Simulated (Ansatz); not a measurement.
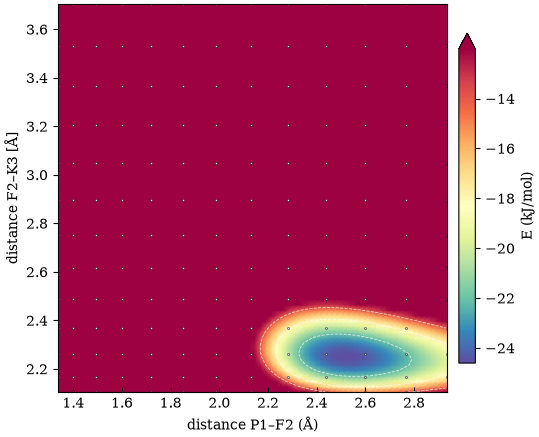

The system P + FK, spin multiplicity 4. The first coordinate is: distance P1–F2; the second: distance F2–K3. Nothing is relaxed (the angle P1–F2–K3 is fixed at 100 degrees). Grid: 13 × 13 points. All energies are given in kJ/mol relative to P far from the relaxed FK (each part in its own basis). All numbers below come from Ansatz 0.2.0, UKS PBE0-D4/def2-SVPD.

In the figure: a smooth colour map with a few white contour lines, dots at the grid points, one colour for all values above the top of the scale. Between grid points the surface is interpolated.

**Estimate the position of the minimum and the force constants in these coordinates.**

The interpolated minimum is at distance P1–F2 ≈ 2.520 Å, distance F2–K3 ≈ 2.251 Å. The curvatures there are about 1.2 eV/Å² and 7.4 eV/Å², with a cross term of about 0.47 eV/Å². Round the minimum the valley is somewhat tilted: raising distance P1–F2 shifts the best value of distance F2–K3 downwards (coupling k₁₂/√(k₁₁k₂₂) about 0.2). (1 eV is 96.5 kJ/mol.)
